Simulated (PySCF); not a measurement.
## A study: BH$_{3}$, SMILES `B`

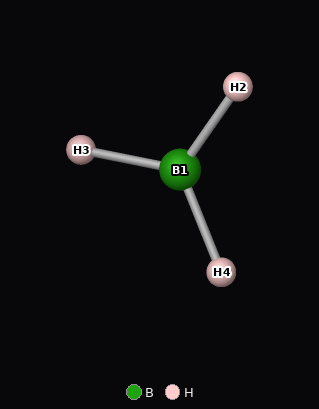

The molecule, with its atoms numbered as below. No frequency check shows the geometry to be a minimum.

Coordinates in Å:

```
B1       0.0000    0.0000    0.0000
H2      -0.3009    1.1249    0.0000
H3      -0.8237   -0.8231    0.0000
H4       1.1247   -0.3018    0.0000
```

Part 1: Bonding charge

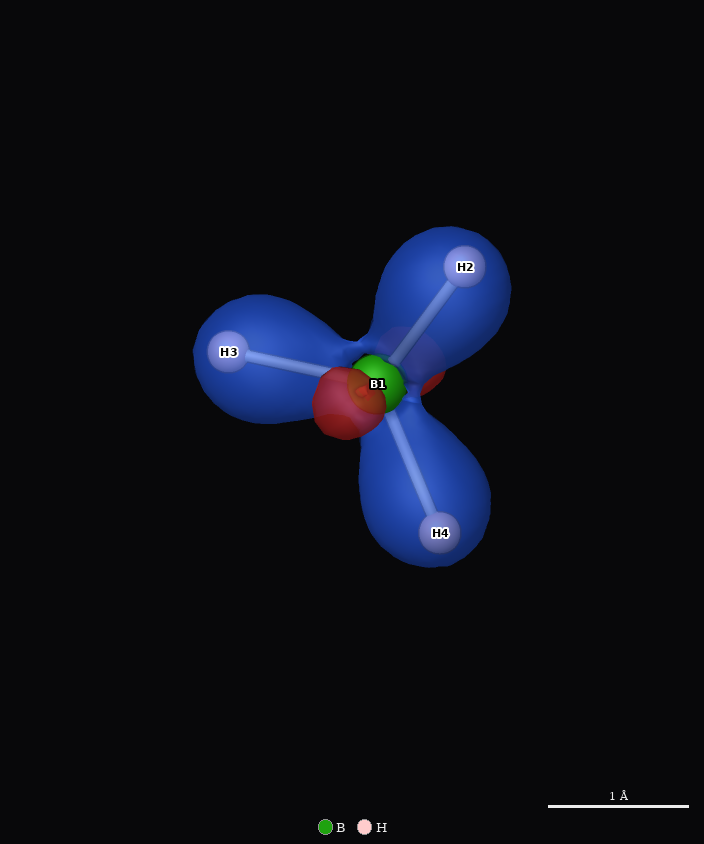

Deformation density (molecule less spherical, spin-averaged free atoms at the same positions), surfaces at ±0.24 e/Å³; blue: gain, red: loss.

Method: TPSSh/def2-SVPD; geometry: GFN2-xTB; program: PySCF.

Q: How much density has each bond gained at its critical point, relative to the free atoms?

A: B1–H2, B1–H3 and B1–H4: +0.48 e/Å³ at the bond critical point (bond length 1.16 Å). In all, 1.0 electrons gather in the regions of gain relative to the promolecule.

Part 2: Bond critical points

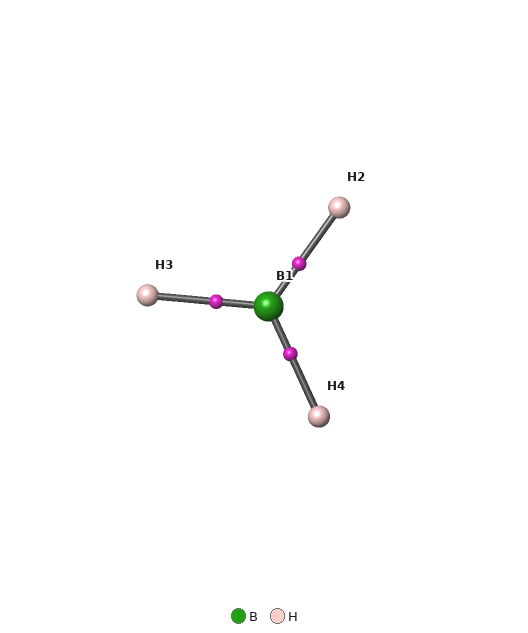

Molecular graph of the electron density (QTAIM): bond paths, bond critical points (magenta), ring points (cyan, if any); weak paths are dashed.

Q: How many critical points of each kind are there, and does the count close?

A: 4 nuclei, 3 bond, 0 ring and 0 cage critical points: 4 − 3 + 0 − 0 = 1, as the Poincaré–Hopf relation requires.

Q: Tabulate density, Laplacian, ellipticity and energy density at the bond critical points (atomic units).

A:
```tsv
bond	length (Å)	ρ (a.u.)	∇²ρ (a.u.)	ε	H (a.u.)
B1–H2 (3 alike)	1.164	0.186	−0.17	0.35	−0.200
```

Q: What kind of interaction is B1–H2?

A: Shared-shell (covalent): ρ = 0.186, ∇²ρ = −0.17, H = −0.200 a.u.

Part 3: Local ionisation energy

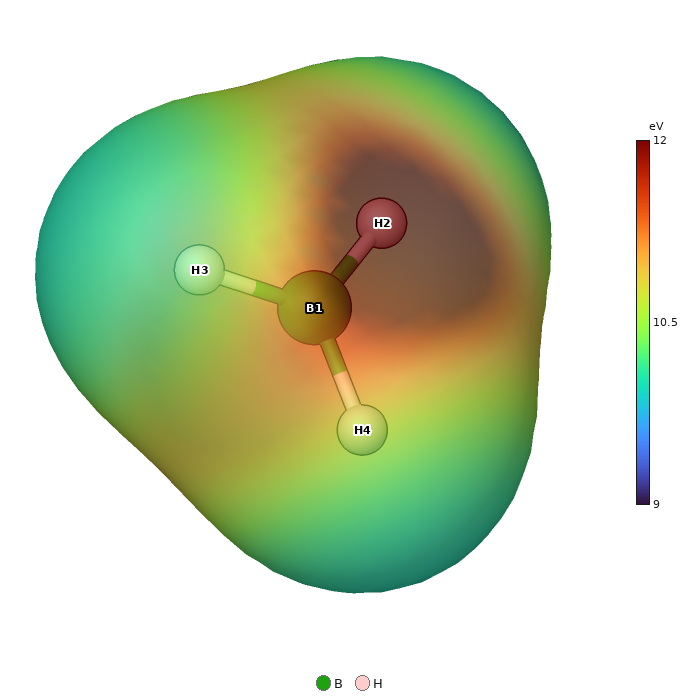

Average local ionisation energy on the surface of electron density 0.001 a.u.

Q: Where are the most loosely bound electrons on this surface?

A: The lowest value is 10.0 eV, 1.4 Å from H4, and at like points elsewhere. For comparison, the highest occupied orbital lies at −9.4 eV.

Q: What volume does the surface enclose, and what is the dipole moment?

A: About 41 Å³; the dipole moment is 0.0 D.

Part 4: In an electric field

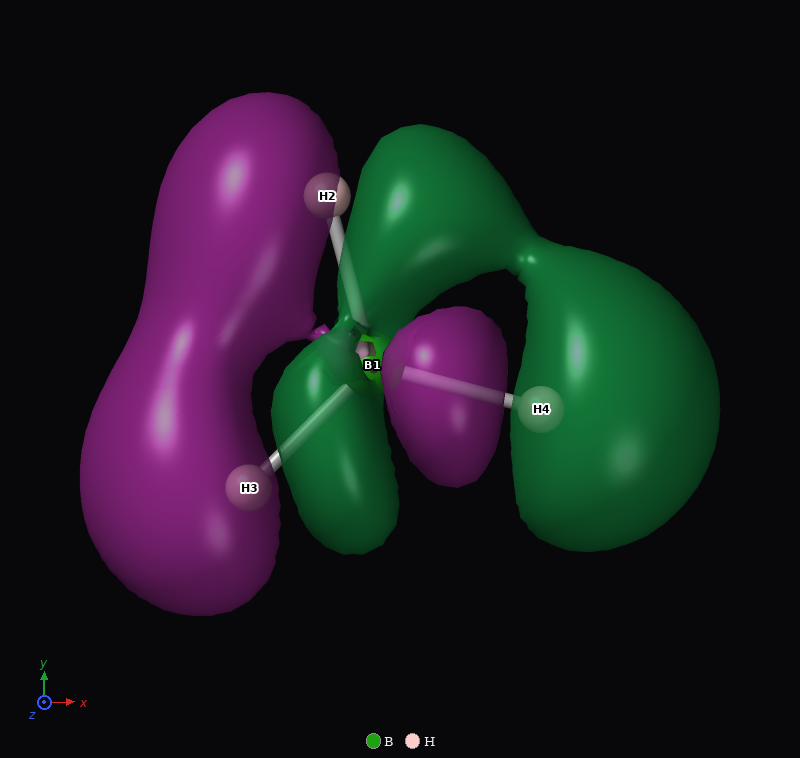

Change of the electron density in a uniform field of 0.41 V/Å, surfaces at ±0.002 e/Å³ (green: gain, purple: loss).

Level of theory: BP86/def2-SVPD (PySCF), at a geometry from GFN2-xTB.

The field was applied in both directions; the picture shows the one opposite to the script's first.

Q: Along which Cartesian direction does the field point?

A: Along −x: electrons gather on the +x side, against the field.

Q: What dipole is induced, and what polarisability does it imply?

A: The induced dipole is 0.39 D (along the field); α along this axis, from the fields in both directions, is 19 bohr³ (2.8 Å³).

Part 5: Localised orbitals

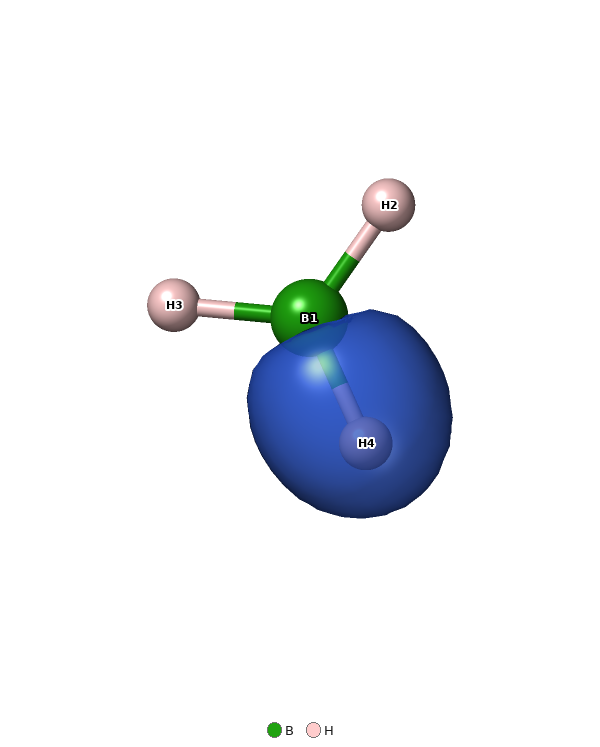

Pipek–Mezey orbitals, occupied; each surface holds about 70 % of the orbital's density. Energies are diagonal elements of the Fock matrix.

PySCF calculation, B3LYP/def2-SVP, gas phase; geometry: GFN2-xTB. This is a single-reference result, which may miss multireference character in this system.

Q: What does this orbital represent?

A: σ bond B1–H4 (B1 50 %, H4 50 %; −11.2 eV).

Q: How do all the valence pairs divide up?

A: 3 pairs: 3 σ bonds.

Part 6: Stretching a bond

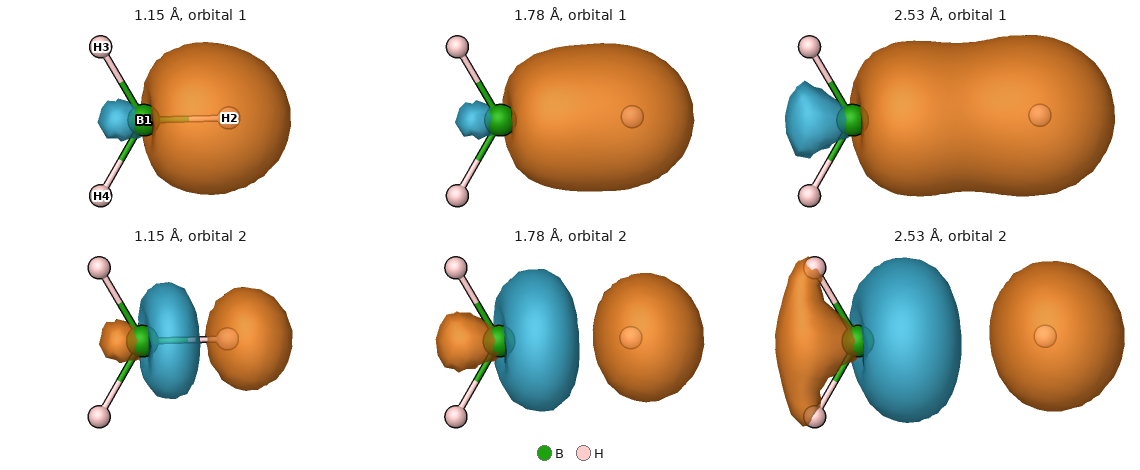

Rigid stretch of the B1–H2 bond. The two CASSCF(2,2) natural orbitals nearest half filling (orbital 1 the more occupied).

Level of theory: def2-TZVP basis (PySCF), at a geometry from GFN2-xTB.

Q: How do the occupations change along the stretch?

A: 1.15 Å: 1.99 and 0.01; 1.78 Å: 1.92 and 0.08; 2.53 Å: 1.68 and 0.32. At the longest distance computed (3.22 Å) they are 1.35 and 0.65, and the effective number of unpaired electrons is 1.5.

Q: Where does the UHF solution part from RHF?

A: Between 1.78 Å (⟨S²⟩ = 0, the two coincide) and 2.07 Å (⟨S²⟩ = 0.39); at 3.22 Å ⟨S²⟩ is 0.97 and UHF lies 2.7 eV below RHF.

Q: How much energy does the stretch cost?

A: By CASSCF, 4.1 eV from the lowest point of the scan (1.26 Å) to 3.22 Å; RHF gives 6.5 eV from its own lowest point. The fragments aren't relaxed and dynamic correlation is missing, so this isn't a bond dissociation energy.

The PySCF runs shown took 4.6 s, 5.2 s, 2.5 s and 21 s on 1 thread of Arm Neoverse N1 (shared host).
